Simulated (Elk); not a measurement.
Band structure of Ni3Pb2Se2 (R-3m, 7 atoms in the cell).

```
CELL_PARAMETERS angstrom
      2.85635     1.64911     4.84348
     -2.85635     1.64911     4.84348
      0.00000    -3.29823     4.84348
ATOMIC_POSITIONS crystal
  Ni 0.00000 0.00000 0.50000
  Ni 0.50000 0.00000 0.00000
  Ni 0.00000 0.50000 0.00000
  Pb 0.00000 0.00000 0.00000
  Pb 0.50000 0.50000 0.50000
  Se 0.72264 0.72264 0.72264
  Se 0.27736 0.27736 0.27736
```

Computed with PBEsol, all-electron FP-LAPW, Elk's shipped species files, default APW+lo basis (Elk 10.2.4).

Settings: xctype = 22; rgkmax = 7; stype = 0; swidth = 0.00367493 Ha; ngridk = 4 4 4; rmtscf = 0.85.

The starting cell comes from a database of computed structures (which also holds hypothetical and non-ambient phases and stackings), without a prior relaxation at this level. Spin-orbit coupling is off. Spin polarisation is off, so a magnetic state, if there is one, cannot be reached. Values depend on the basis (sphere radii, cutoffs, local orbitals), which need not be converged.

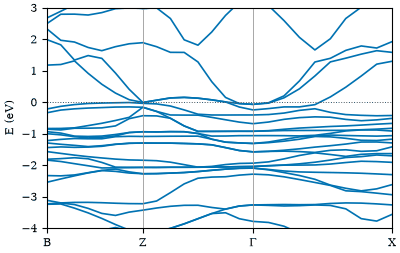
Fig. 1. Bands along the path, energies from the Fermi level.

Levels in eV from the Fermi level, bands 51 to 58:
```
point     51     52     53     54     55     56     57    58
-----  -----  -----  -----  -----  -----  -----  -----  ----
B      -0.86  -0.84  -0.34  -0.22   1.17   1.98   2.32  2.50
Z      -0.43  -0.17  -0.17  -0.04  -0.01  -0.01   1.89  2.97
Γ      -0.93  -0.93  -0.69  -0.41  -0.25  -0.07  -0.07  3.23
X      -0.83  -0.68  -0.52  -0.43   1.30   1.58   1.92  3.04
```

Bands cross the Fermi level along this path, so the cell is metallic at this level.
